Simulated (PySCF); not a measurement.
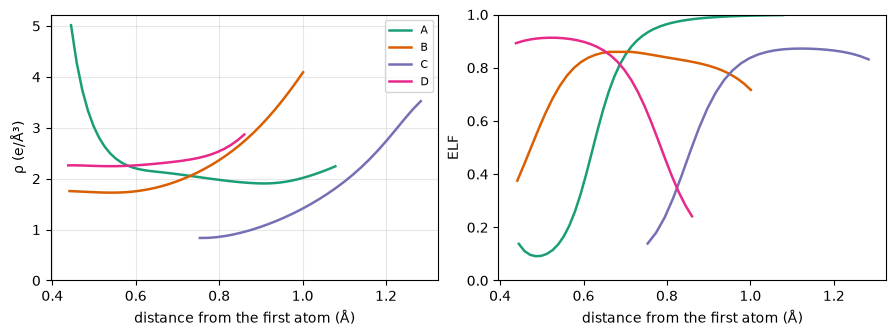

*C5H9OSi (doublet). Electron density and electron localisation function along straight lines between neighbouring atoms. The curves leave out the atomic cores.*

Geometry: GFN2-xTB.

Computed with PySCF, UKS B3LYP, pcH-1 on C H O Si, non-relativistic, mean-field spin-orbit, GIAO.

```xyz
16

Si    3.1067    0.2700    0.2974
O     2.2069   -0.8615   -0.4547
C     0.8706   -1.0691   -0.3357
C     0.0562   -0.4058    0.4274
C    -1.2892   -0.2092    0.8316
C    -2.4296   -0.2037   -0.1873
C    -2.0106    1.0712    0.4565
H     3.0533    0.1016    1.7503
H     2.6407    1.6169   -0.0399
H     4.4020   -0.0533   -0.2811
H     0.5627   -1.9113   -0.9687
H    -1.5285   -0.6111    1.8111
H    -2.1668   -0.3657   -1.2206
H    -3.3585   -0.6625    0.1152
H    -1.4668    1.7853   -0.1428
H    -2.6566    1.5171    1.1973
```

Which curve belongs to which contact (C–C, C–H, C–O and Si–O)? The first atom named is at distance zero.

Curve A: C–H (1.08 Å): ρ is about 2.5 e/Å³ halfway; the ELF climbs to about 1 towards the hydrogen, as it does in any bond to H. Curve B: C–O (1.36 Å): ρ is about 1.9 e/Å³ halfway; the ELF peaks at about 0.85 between the atoms: a shared but strongly polarised pair. Curve C: Si–O (1.63 Å): ρ is about 0.87 e/Å³ halfway; the ELF peaks at about 0.85 between the atoms: a shared but strongly polarised pair. Curve D: C–C (1.30 Å): ρ is about 2.3 e/Å³ halfway; the ELF peaks at about 0.90 between the atoms; a multiple bond.
